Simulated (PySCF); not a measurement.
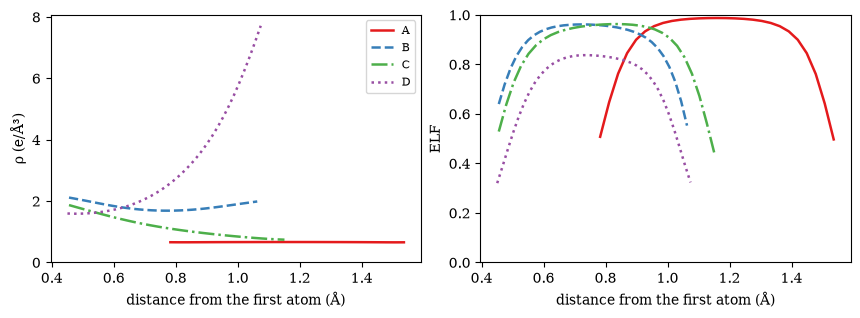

C4H12F2Si2. Electron density and electron localisation function along straight lines between neighbouring atoms. The curves leave out the atomic cores.

Geometry: GFN2-xTB.

Theory: PBE0/pcSseg-1, SCF density, gas phase, non-relativistic (PySCF 2.14.0).

```xyz
20

C    -2.4899    1.1741    1.1658
C    -1.4053    0.5203    0.3239
F    -0.2396    1.2733    0.4602
C    -1.1051   -0.9131    0.7244
Si    0.3039   -1.6912   -0.3181
Si    2.2781   -0.4916   -0.1194
C     2.3392    0.8115   -1.5308
F     1.9629    0.2226   -2.7276
H    -2.2149    1.1396    2.2176
H    -3.4302    0.6486    1.0269
H    -2.6184    2.2135    0.8726
H    -1.6596    0.5794   -0.7423
H    -2.0229   -1.4901    0.6145
H    -0.8436   -0.9285    1.7839
H    -0.2223   -1.7771   -1.6884
H     0.4236   -3.0719    0.1774
H     2.4889    0.2725    1.1153
H     3.4655   -1.3429   -0.2999
H     1.6471    1.6388   -1.3645
H     3.3375    1.2227   -1.6946
```

Which curve belongs to which contact (C–C, C–F, C–Si and Si–Si)? The first atom named is at distance zero.

Curve A: Si–Si (2.32 Å): ρ at the midpoint is about 0.67 e/Å³; the ELF peaks at about 1 between the atoms: a shared electron pair. Curve B: C–C (1.52 Å): the density is about 1.7 e/Å³ at the midpoint; the ELF peaks at about 0.95 between the atoms, as expected for localised, covalent bonding. Curve C: C–Si (1.92 Å): ρ is about 0.89 e/Å³ halfway; the ELF peaks at about 0.95 between the atoms; localised, covalent bonding. Curve D: C–F (1.39 Å): ρ at the midpoint is about 2 e/Å³, with its minimum of 1.6 e/Å³ about 0.5 Å from C; the ELF peaks at about 0.85 between the atoms: a shared but strongly polarised pair.
